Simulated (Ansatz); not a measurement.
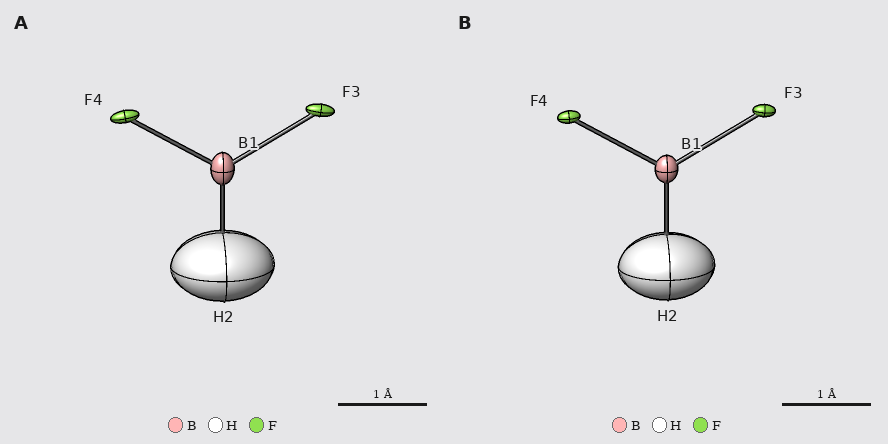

Displacement ellipsoids at the 50 % level, scaled by 3, from the internal vibrations of the free molecule (harmonic, no overall translation or rotation; no half-axis is drawn under 0.075 Å). Vibrations computed with RKS PBE0-D4/def2-TZVP (Ansatz 0.2.0). One panel is for 200 K, the other for 600 K.

> Which panel is for 600 K?

A.

> How much does the mean-square displacement of F3 grow, and why?

U_eq goes from 0.00033 to 0.00049 Å², a factor of 1.5. The lowest modes (from 539 cm⁻¹) begin to be excited.
